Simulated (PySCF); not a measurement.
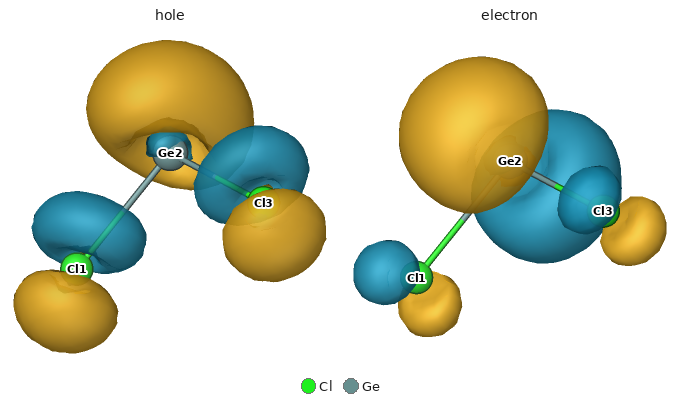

*Cl$_{2}$Ge, SMILES `Cl[Ge]Cl`. Leading natural transition orbital pair of S₁ (full linear response singlet states); the surfaces enclose about 70 % of each orbital's density.*

Method: LC-wPBE/aug-cc-pVDZ; geometry: GFN2-xTB; program: PySCF. No frequency check shows the geometry to be a minimum. GFN2-xTB bond lengths at metals and heavier atoms can be off by up to 0.1 Å and shapes distorted, which carries into these values.

Geometry (Å), atoms numbered from 1:

```
Cl1      1.6509    0.6766    0.0000
Ge2      0.0000   -0.7189    0.0000
Cl3     -1.6509    0.6766    0.0000
```

### Give its energy and the atoms that hole and electron lie on.

3.98 eV (311 nm), f = 0.028; the leading pair carries 99 %; hole on Ge2 (50 %) and Cl1 and Cl3 (25 % each), electron on Ge2 (77 %) and Cl1 and Cl3 (11 % each); their centroids lie 0.2 Å apart. In canonical orbitals it is mainly HOMO → LUMO (98 %). The HOMO–LUMO gap is 9.62 eV.
